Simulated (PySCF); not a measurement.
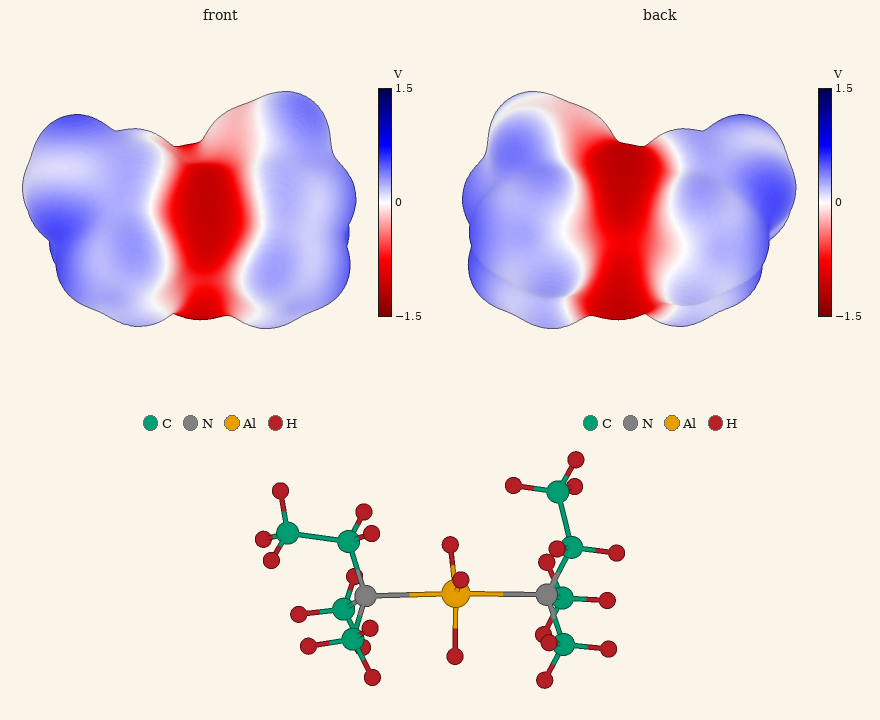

Figure 1: C8H25AlN2. The electrostatic potential painted on the density surface at 0.001 e/bohr³, seen from the front and from behind; the colour scale runs from red (negative) to blue (positive). The bare structure is drawn below in the same view.

Geometry: PBE0-D3(BJ)/def2-SVP.

Method: PySCF, CAM-B3LYP/def2-SVPD, SCF density, gas phase.

```xyz
36

C     2.9517    1.6606   -0.5066
C     3.0848    0.3938    0.3126
N     2.2867   -0.7525   -0.1553
C     2.5189   -1.8774    0.7469
C     2.6096   -1.1359   -1.5253
Al    0.1009   -0.3511   -0.0493
N    -2.0792   -0.0248    0.1547
C    -2.5220   -0.8330    1.2853
C    -2.6942   -0.4810   -1.0867
C    -2.2668    1.4165    0.3816
C    -3.6976    1.8939    0.5753
H     3.5255    2.4631   -0.0201
H     1.9024    1.9780   -0.5815
H     3.3465    1.5468   -1.5269
H     2.7577    0.5926    1.3448
H     4.1501    0.0864    0.3615
H     2.2066   -1.5986    1.7635
H     1.9149   -2.7363    0.4266
H     3.5882   -2.1625    0.7640
H     2.0034   -2.0100   -1.8013
H     3.6813   -1.3911   -1.6348
H     2.3562   -0.3220   -2.2159
H    -0.1746   -1.9332   -0.3025
H     0.3178    0.2309    1.4554
H     0.1242    0.6383   -1.3349
H    -2.0386   -0.4703    2.2033
H    -2.2097   -1.8746    1.1223
H    -3.6188   -0.8083    1.4163
H    -3.7974   -0.4277   -1.0542
H    -2.3959   -1.5230   -1.2703
H    -2.3248    0.1311   -1.9214
H    -1.8058    1.9299   -0.4769
H    -1.6552    1.6767    1.2603
H    -3.6995    2.9839    0.7241
H    -4.3320    1.6831   -0.2989
H    -4.1737    1.4434    1.4593
```

**Where is the surface potential most negative and most positive?**

The most negative region (about −1.1 V) lies over H23, H24 and H25, the most positive (about +0.5 V) over the H atoms.
